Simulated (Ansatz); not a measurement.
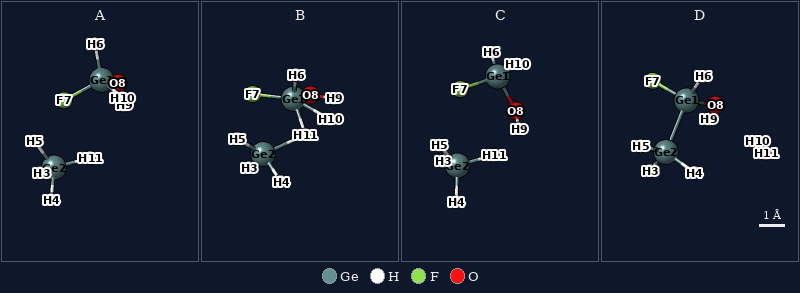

4 geometries from a converged minimum-energy path of Ge$_{2}$H$_{7}$OF, made up at the start of Ge$_{2}$H$_{5}$OF and H2, shuffled. The picture is a ball-and-stick view, seen at a tilt.

These are results of Ansatz 0.2.0, RKS PBE0/def2-SVP, not measurements. Set-up: 7 movable images; climbing image; force threshold 0.05 eV/Å; iteration limit 60; starting path through a guess of the saddle point.

**One of them is the converged climbing image. Which?**

B. In order along the path, whose images run from 0 to 8: D (image 1, +0.01 eV), B (image 4, +2.74 eV), A (image 6, −0.02 eV), C (image 8, −0.05 eV). Breaking: Ge1–Ge2 (2.43 → 2.73 at the top → 4.27 Å), H10–H11 (0.76 → 1.20 at the top → 3.86 Å). Forming: Ge1–H10 (3.61 → 1.80 at the top → 1.53 Å), Ge2–H11 (4.23 → 1.91 at the top → 1.54 Å).

Limits of the set-up: the start holds two separate molecules, 2.5 Å apart at their closest, whose relative position is a soft coordinate and is computed without a dispersion correction.
